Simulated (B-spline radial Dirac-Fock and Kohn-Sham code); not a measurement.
Te⁴⁺, configuration [Kr] 4d10 5s2, inside a Watson sphere of charge −4 and radius 2 Å that stands in for a crystal. The calculation used independent-particle rates on relativistic LDA orbitals of the hole state (multipoles to L = 3), energies from Dirac–Fock ΔSCF (a radial B-spline solver). Widths ruled by Coster–Kronig decay come out up to twice the measured ones in this model.

Before looking at the plot, say what to expect. Its caption: X-ray emission lines that fill an M1 (3s) hole, broadened by a Lorentzian of 16 eV full width. Lines at much lower energy are not shown.

The strongest line is M1-N3 at 891.5 eV with 51.0 % of the photons, then M1-N2 at 881.7 eV (37 %), M1-N5 at 972.5 eV (0.16 %), M1-N4 at 971.0 eV (0.11 %). The hole has a width of 10.8 eV and a fluorescence yield of 2.92 × 10⁻⁴.

The result:

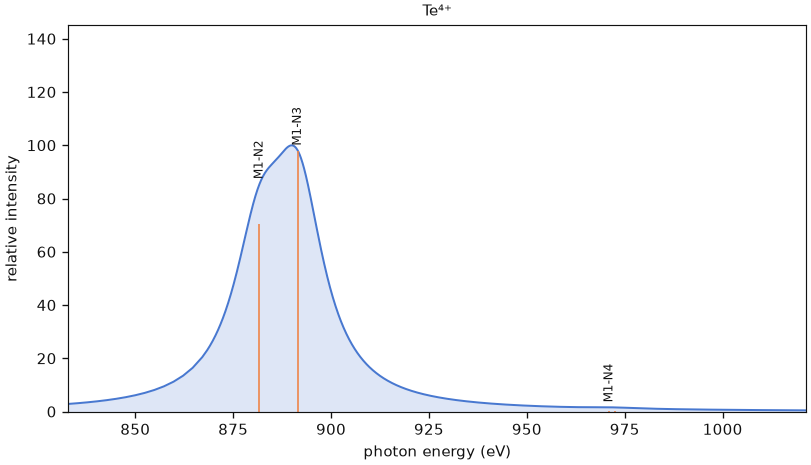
